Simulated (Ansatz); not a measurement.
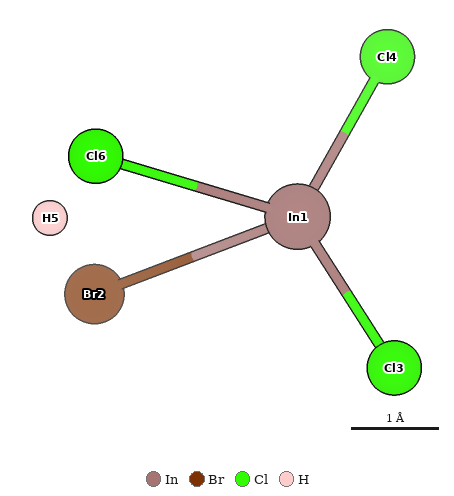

Fig. 1: The structure as given in the input (ball-and-stick view, seen at a tilt; atoms are numbered from 1 in the order of the input). Sticks mark near contacts.

## InHBrCl3: geometry relaxation (part 1 of 2)

The run: geometry relaxation of InHBrCl3. Method and program: RKS PBE0/def2-SVP (Ansatz 0.2.0).

The input holds or restrains some coordinates. It belongs to a series of runs on one base structure; here: pulled along the bonds that form and break, towards end B. Figures and captions count atoms from 1; the log counts them from 0 in places.

Input file
```yaml
crystal:
  periodic: [false, false, false]
  atoms:
    - { symbol: In, position_ang: [-0.7099, -0.5001, 0.2391] }
    - { symbol: Br, position_ang: [2.3426, -0.5538, 0.0345] }
    - { symbol: Cl, position_ang: [-1.7419, -1.8039, -1.3444] }
    - { symbol: Cl, position_ang: [-1.4136, -0.3461, 2.4179] }
    - { symbol: H, position_ang: [1.5013, 1.1572, -0.5349] }
    - { symbol: Cl, position_ang: [0.0215, 2.0468, -0.8123] }
basis:
  gaussian: { orbitals: def2-SVP }
hamiltonian:
  xc: pbe0
relax:
  f_tol: 0.15
  max_steps: 25
  restrain:
    - { distance: [0, 5], at: 2.44, k: 30.0 }
    - { distance: [4, 1], at: 1.51, k: 30.0 }
    - { distance: [0, 1], at: 3.92, k: 30.0 }
    - { distance: [4, 5], at: 2.63, k: 30.0 }
output:
  orbitals: {}
```

Command:
```bash
ansatz run input.yaml --threads 2 --pin off --max-ram 3072MiB --backend cpu --events-out ev --progress --plain --runs-dir out
```

The program's output
```
The last accepted step is kept in [file] (removed where the run ends without a failure and the disk answers)
Engine: ansatz 0.2.0, x86_64-unknown-linux-gnu
Functional definition: PBE0
  parameter a = 0.25
  parameter kappa = 0.804
  parameter beta = 0.06672455060314922
  exchange = (1 - a)*pbe_x(kappa = kappa, mu = beta*pi^2/3) + a*exact_x
  correlation = pbe_c(beta = beta)
1254 factors; integrals over basis functions are off by at most 2.4e-4 eV
mean field evaluation 1: about -112765.4489 eV, gradient 2.3e1 eV
mean field evaluation 2: about -112764.0686 eV, gradient 3.2e1 eV
mean field evaluation 4: about -112767.0561 eV, gradient 6.7e-1 eV
mean field evaluation 8: about -112767.0847 eV, gradient 6.8e-2 eV
mean field evaluation 16: about -112767.0847 eV, gradient 5.3e-5 eV
mean field -112767.08471468 eV, -4144.1139269893 hartree, gradient 5.3e-5 eV, S^2 0.000000; 0 other end points of the search recorded, 0 dependent functions left out
the calculation of the forces begins
reference -112767.08474974 eV, -4144.1139282776 hartree; 54, 54 occupied and 63, 63 virtual orbitals, 1254 factors
relax step   1: F+E_penalty+E_count = -112767.08471468 eV  Δ(F+E_penalty+E_count) = +0.000e0 eV  max|allowed force component| = 2.010e0 eV/Å  E_restraint = 28.73282300 eV  max|allowed force component, restraints' pulls added| = 2.742e1 eV/Å  Δτ_max = 0.0000 Å  (27 SCF iters, accepted)
  distance In 0 - Cl 5 = 2.8508 Å
  distance H 4 - Br 1 = 1.9899 Å
  distance In 0 - Br 1 = 3.0598 Å
  distance H 4 - Cl 5 = 1.7488 Å
these checks for a lower state are left out or cut short: starts, cluster_reference, orbital_swaps, neighbouring_geometries, increment
1254 factors; integrals over basis functions are off by at most 2.5e-4 eV
mean field -112767.01068982 eV, -4144.1112066257 hartree, gradient 7.5e-6 eV, S^2 0.000000; 0 other end points of the search recorded, 0 dependent functions left out
the calculation of the forces begins
reference -112767.01072536 eV, -4144.1112079317 hartree; 54, 54 occupied and 63, 63 virtual orbitals, 1254 factors
relax step   2: F+E_penalty+E_count = -112767.01068982 eV  Δ(F+E_penalty+E_count) = +7.402e-2 eV  max|allowed force component| = 2.154e0 eV/Å  E_restraint = 13.69082731 eV  max|allowed force component, restraints' pulls added| = 1.958e1 eV/Å  Δτ_max = 0.1950 Å  (36 SCF iters, accepted)
  distance In 0 - Cl 5 = 2.7465 Å
  distance H 4 - Br 1 = 1.7890 Å
  distance In 0 - Br 1 = 3.2990 Å
  distance H 4 - Cl 5 = 2.0340 Å
these checks for a lower state are left out or cut short: starts, cluster_reference, orbital_swaps, neighbouring_geometries, increment
1254 factors; integrals over basis functions are off by at most 5.8e-4 eV
mean field -112767.49257377 eV, -4144.1289155342 hartree, gradient 1.9e-5 eV, S^2 0.000000; 0 other end points of the search recorded, 0 dependent functions left out
the calculation of the forces begins
reference -112767.49260960 eV, -4144.1289168511 hartree; 54, 54 occupied and 63, 63 virtual orbitals, 1254 factors
relax step   3: F+E_penalty+E_count = -112767.49257377 eV  Δ(F+E_penalty+E_count) = -4.819e-1 eV  max|allowed force component| = 2.020e0 eV/Å  E_restraint = 4.20681009 eV  max|allowed force component, restraints' pulls added| = 1.003e1 eV/Å  Δτ_max = 0.1988 Å  (29 SCF iters, accepted)
  distance In 0 - Cl 5 = 2.6149 Å
  distance H 4 - Br 1 = 1.5997 Å
  distance In 0 - Br 1 = 3.5279 Å
  distance H 4 - Cl 5 = 2.3332 Å
these checks for a lower state are left out or cut short: starts, cluster_reference, orbital_swaps, neighbouring_geometries, increment
1254 factors; integrals over basis functions are off by at most 8.7e-4 eV
mean field evaluation 32: about -112767.6242 eV, gradient 1.3e1 eV
mean field -112767.89450045 eV, -4144.1436860673 hartree, gradient 8.4e-6 eV, S^2 0.000000; 0 other end points of the search recorded, 0 dependent functions left out
the calculation of the forces begins
reference -112767.89453628 eV, -4144.1436873842 hartree; 54, 54 occupied and 63, 63 virtual orbitals, 1254 factors
relax step   4: F+E_penalty+E_count = -112767.89450045 eV  Δ(F+E_penalty+E_count) = -4.019e-1 eV  max|allowed force component| = 1.042e0 eV/Å  E_restraint = 0.20700320 eV  max|allowed force component, restraints' pulls added| = 2.900e0 eV/Å  Δτ_max = 0.1949 Å  (29 SCF iters, accepted)
  distance In 0 - Cl 5 = 2.4432 Å
  distance H 4 - Br 1 = 1.4782 Å
  distance In 0 - Br 1 = 3.8137 Å
  distance H 4 - Cl 5 = 2.5916 Å
these checks for a lower state are left out or cut short: starts, cluster_reference, orbital_swaps, neighbouring_geometries, increment
1254 factors; integrals over basis functions are off by at most 8.5e-4 eV
mean field -112767.88079602 eV, -4144.1431824387 hartree, gradient 1.2e-5 eV, S^2 0.000000; 0 other end points of the search recorded, 0 dependent functions left out
the calculation of the forces begins
reference -112767.88083197 eV, -4144.1431837601 hartree; 54, 54 occupied and 63, 63 virtual orbitals, 1254 factors
relax step   5: F+E_penalty+E_count = -112767.88079602 eV  Δ(F+E_penalty+E_count) = +1.370e-2 eV  max|allowed force component| = 8.748e-1 eV/Å  E_restraint = 0.02669831 eV  max|allowed force component, restraints' pulls added| = 2.122e-1 eV/Å  Δτ_max = 0.2000 Å  (28 SCF iters, accepted)
  distance In 0 - Cl 5 = 2.4152 Å
  distance H 4 - Br 1 = 1.4762 Å
  distance In 0 - Br 1 = 3.9174 Å
  distance H 4 - Cl 5 = 2.6259 Å
these checks for a lower state are left out or cut short: starts, cluster_reference, orbital_swaps, neighbouring_geometries, increment
1254 factors; integrals over basis functions are off by at most 9.9e-4 eV
mean field -112767.89718109 eV, -4144.1437845790 hartree, gradient 7.0e-6 eV, S^2 0.000000; 0 other end points of the search recorded, 0 dependent functions left out
the calculation of the forces begins
reference -112767.89721704 eV, -4144.1437859003 hartree; 54, 54 occupied and 63, 63 virtual orbitals, 1254 factors
relax step   6: F+E_penalty+E_count = -112767.89718109 eV  Δ(F+E_penalty+E_count) = -1.639e-2 eV  max|allowed force component| = 9.747e-1 eV/Å  E_restraint = 0.02811967 eV  max|allowed force component, restraints' pulls added| = 1.425e-1 eV/Å  Δτ_max = 0.2000 Å  (29 SCF iters, accepted)
  distance In 0 - Cl 5 = 2.4115 Å
  distance H 4 - Br 1 = 1.4780 Å
  distance In 0 - Br 1 = 3.9140 Å
  distance H 4 - Cl 5 = 2.6282 Å
these checks for a lower state are left out or cut short: starts, cluster_reference, orbital_swaps, neighbouring_geometries, increment
1254 factors; integrals over basis functions are off by at most 7.7e-4 eV
mean field -112767.86803646 eV, -4144.1427135338 hartree, gradient 2.6e-5 eV, S^2 0.000000; 0 other end points of the search recorded, 0 dependent functions left out
the calculation of the forces begins
reference -112767.86807240 eV, -4144.1427148545 hartree; 54, 54 occupied and 63, 63 virtual orbitals, 1254 factors
relax step   7: F+E_penalty+E_count = -112767.86803646 eV  Δ(F+E_penalty+E_count) = +2.914e-2 eV  max|allowed force component| = 1.336e0 eV/Å  E_restraint = 0.01080999 eV  max|allowed force component, restraints' pulls added| = 1.233e0 eV/Å  Δτ_max = 0.1916 Å  (28 SCF iters, rejected (line search))
  distance In 0 - Cl 5 = 2.4159 Å
  distance H 4 - Br 1 = 1.5065 Å
  distance In 0 - Br 1 = 3.9106 Å
  distance H 4 - Cl 5 = 2.6360 Å
these checks for a lower state are left out or cut short: starts, cluster_reference, orbital_swaps, neighbouring_geometries, increment
1254 factors; integrals over basis functions are off by at most 9.5e-4 eV
mean field evaluation 64: about -112767.9088 eV, gradient 5.0e-4 eV
mean field -112767.90884698 eV, -4144.1442132924 hartree, gradient 8.0e-6 eV, S^2 0.000000; 0 other end points of the search recorded, 0 dependent functions left out
the calculation of the forces begins
reference -112767.90888293 eV, -4144.1442146137 hartree; 54, 54 occupied and 63, 63 virtual orbitals, 1254 factors
relax step   8: F+E_penalty+E_count = -112767.90884698 eV  Δ(F+E_penalty+E_count) = -1.167e-2 eV  max|allowed force component| = 9.232e-1 eV/Å  E_restraint = 0.02959616 eV  max|allowed force component, restraints' pulls added| = 1.252e-1 eV/Å  Δτ_max = 0.0828 Å  (30 SCF iters, accepted)
```

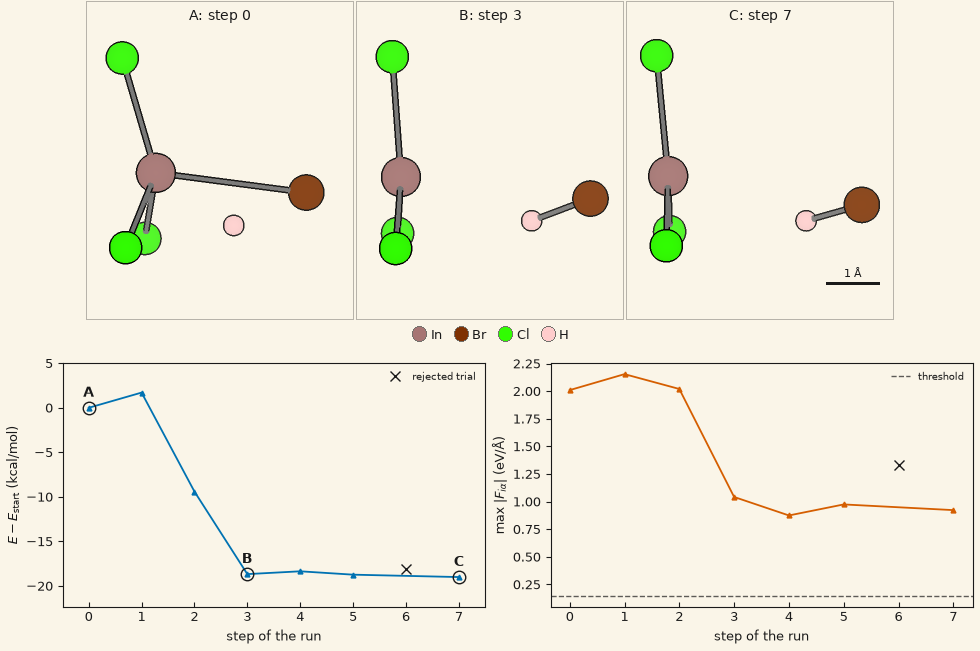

Fig. 2: Frames of the restrained relaxation (ball-and-stick view, seen at an oblique angle) above the curves, on which the letters mark them (the first geometry is step 0 here and step 1 in the log).

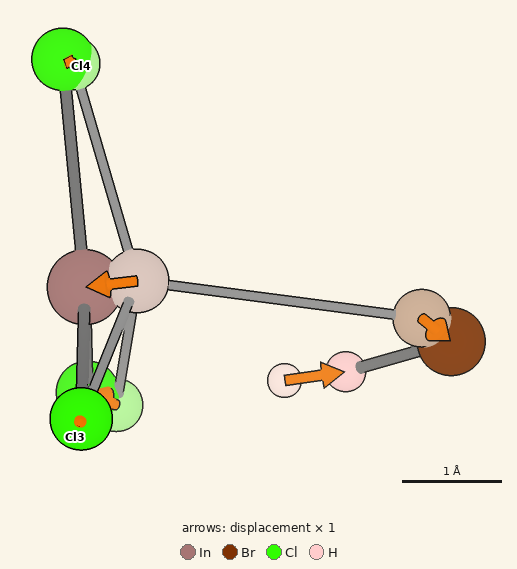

Fig. 3: Start (faint) and end (solid) with the displacements as orange arrows, at true length (ball-and-stick view, seen at an oblique angle). The two geometries are laid on each other by the best rigid fit. The energy falls by 19.0 kcal/mol in 7 geometry steps. Largest force component: 2 eV/Å at the start, 0.92 eV/Å at the end. The line search rejected the trial step at point 6 (counted from 0) and went back. H5 moves most after the best rigid fit: 0.63 Å. By element the largest moves are H 0.63 Å, In 0.55 Å, Br 0.47 Å, Cl 0.41 Å. Distances before and after: In1–Br2 3.060 → 3.912 Å, Br2–H5 1.990 → 1.477 Å, In1–Cl6 2.851 → 2.412 Å, In1–Cl4 2.295 → 2.319 Å. New bonds form: Br2–H5 (1.99 → 1.48 Å). Among the angles that change: Cl3–In1–Cl6 111.6° → 118.7°, Cl4–In1–Cl6 111.6° → 118.2°. (Atoms are counted from 1 in the order of the input.)
